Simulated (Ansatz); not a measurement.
**CH$_{5}$NOSi: density, localisation and related maps**

```yaml
atoms:
  - { symbol: O, position_ang: [-1.0371, 0.5131, -1.1933] }
  - { symbol: C, position_ang: [-0.3777, 0.5844, 0.0367] }
  - { symbol: N, position_ang: [1.0585, 0.2712, 0.0596] }
  - { symbol: Si, position_ang: [0.1713, -1.0252, 0.7555] }
  - { symbol: H, position_ang: [-0.9418, 1.3603, -1.6394] }
  - { symbol: H, position_ang: [-0.6383, 1.4748, 0.6101] }
  - { symbol: H, position_ang: [1.5785, 0.3250, -0.8036] }
  - { symbol: H, position_ang: [-0.1506, -2.2386, -0.0280] }
  - { symbol: H, position_ang: [0.4258, -1.3114, 2.1852] }
```

Geometry: PBE0-D4/def2-TZVP.

Method: RKS PBE0-D4/def2-TZVPP (Ansatz).

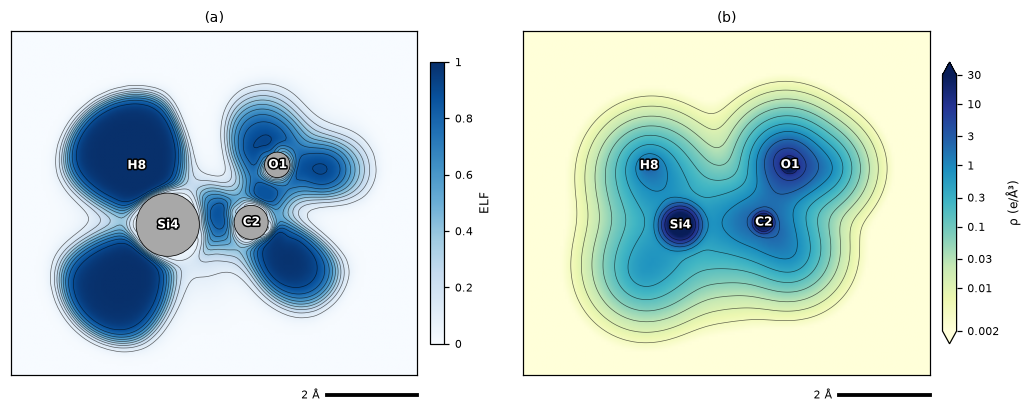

Figure 1. (a) electron localisation function; (b) electron density on the plane of atoms C2, Si4 and H8. Grey discs cover the atomic cores in the ELF map.

Q: What do the fields say about this system?

A: The section cuts through O, C, Si and H sites. C–O (1.40 Å): ρ is about 2.1 e/Å³ halfway, with its minimum of 1.8 e/Å³ about 0.5 Å from C; the ELF peaks at about 0.85 between the atoms; a polar covalent bond. C–Si (1.85 Å): ρ is about 0.9 e/Å³ halfway; the ELF peaks at about 0.85 between the atoms; localised, covalent bonding. The ELF also peaks beside O1, away from the bonds: lone-pair regions.

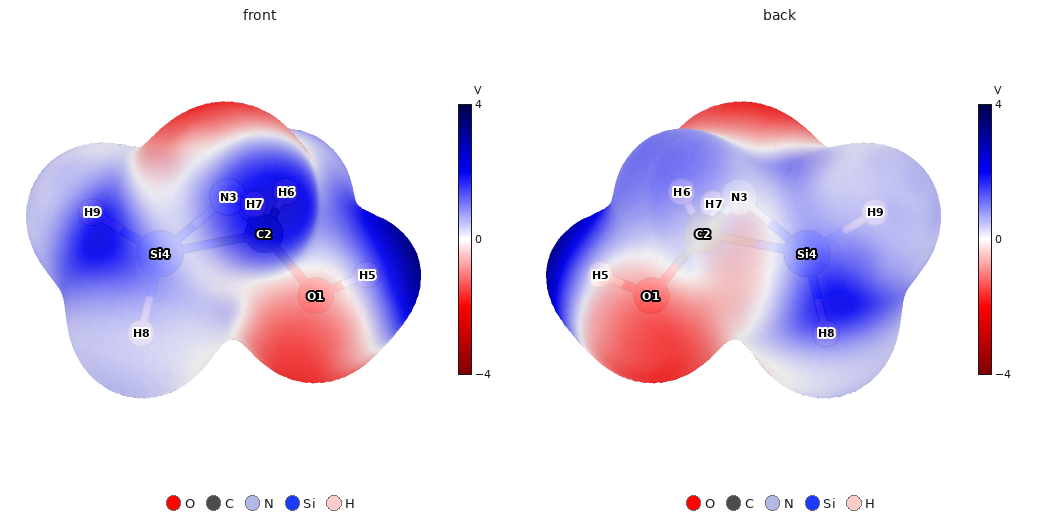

Figure 2. The molecular electrostatic potential painted on the density surface at 0.004 e/bohr³, seen from the front and from behind; the colour scale runs from red (negative) to blue (positive).

Q: Which sites attract a positive test charge, and which a negative one?

A: A positive charge is drawn to the negative regions and a negative charge to the positive ones. The most negative region (about −1.7 V) lies over O1 and N3, the most positive (about +3.2 V) over H5.

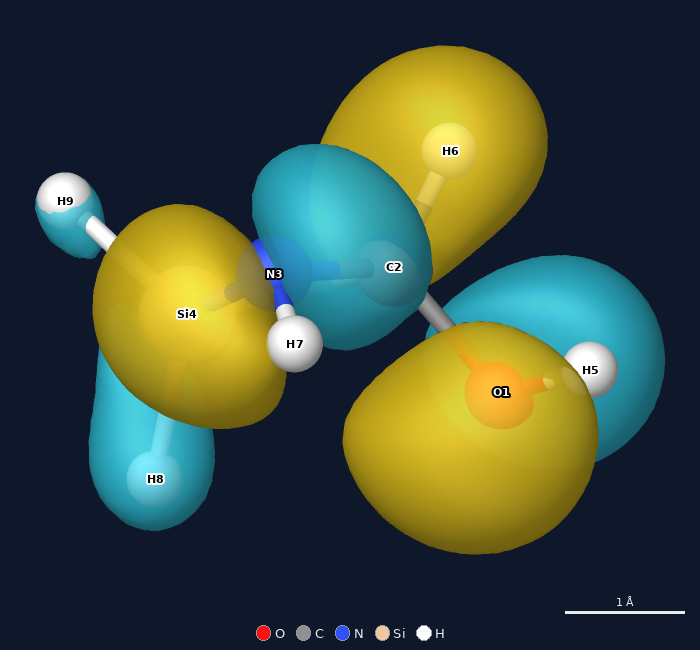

Figure 3. The HOMO−1 at ±0.08 Å⁻³ᐟ² (yellow and cyan are the two phases), seen at a tilt.

Q: What is the character of this orbital?

A: It lies mainly on O1 (about 50 %), N3 (about 20 %), C2 (about 10 %) and H6 (about 5 %). Its energy is −8.31 eV.

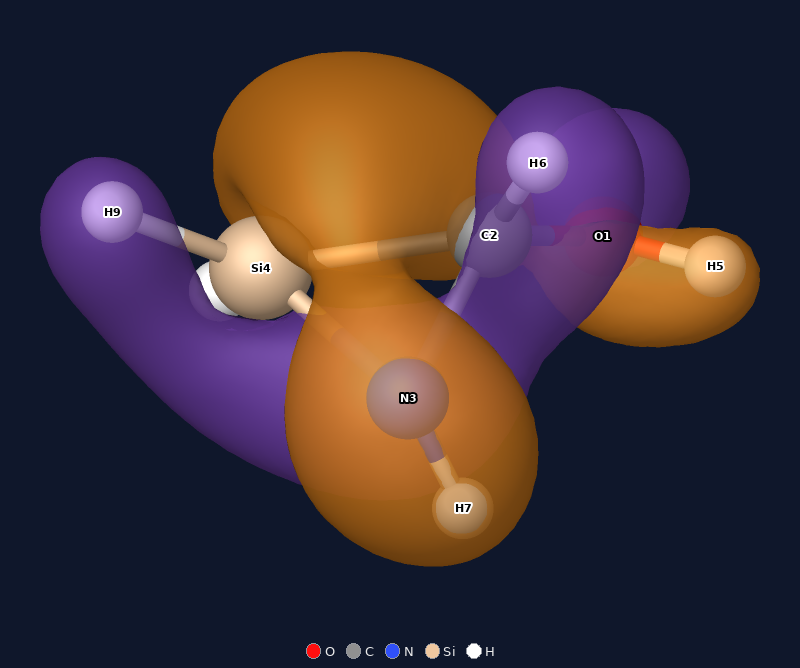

Figure 4. The HOMO at ±0.1 Å⁻³ᐟ² (orange and purple are the two phases), seen from one side.

Q: What is the character of this orbital?

A: It lies mainly on N3 (about 35 %), Si4 (about 20 %), C2 (about 20 %) and O1 (about 10 %). Its energy is −6.66 eV.
